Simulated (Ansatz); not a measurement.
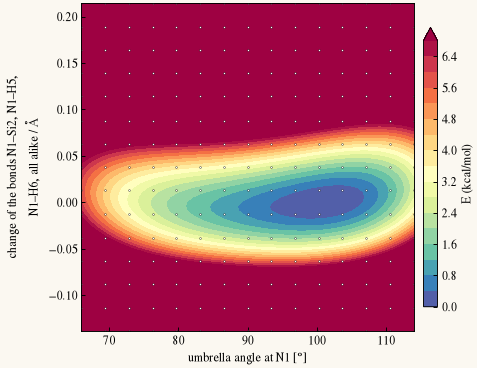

Cl2H2NSi, SMILES N[Si](Cl)Cl, spin multiplicity 2. 
- First axis: umbrella angle at N1 (between each of its bonds and their common axis; 90 is planar). Second axis: change of the bonds N1–Si2, N1–H5, N1–H6, all alike.
- Nothing is relaxed (all other coordinates rigid).
- The grid has 15 × 15 points.
- Points are written as (first, second).
- Energies: kcal/mol, counted from the relaxed molecule at the same level.
- These are results of UKS PBE-D4/def2-SVP (Ansatz), not measurements.

In the figure: filled contours, dots at the grid points, one colour for all values above the top of the scale. Between grid points the surface is interpolated.

Estimate the position of the minimum and the force constants in these coordinates.

The interpolated minimum is at the first coordinate ≈ 101.2°, the second coordinate ≈ 0.000 Å. The curvatures there are about 2.9 eV/rad² and 111 eV/Å², with a cross term of about −5.6 eV/(rad·Å). Round the minimum the valley is somewhat tilted: raising the first coordinate shifts the best value of the second coordinate upwards (coupling k₁₂/√(k₁₁k₂₂) about −0.3). (1 eV is 23.1 kcal/mol.)
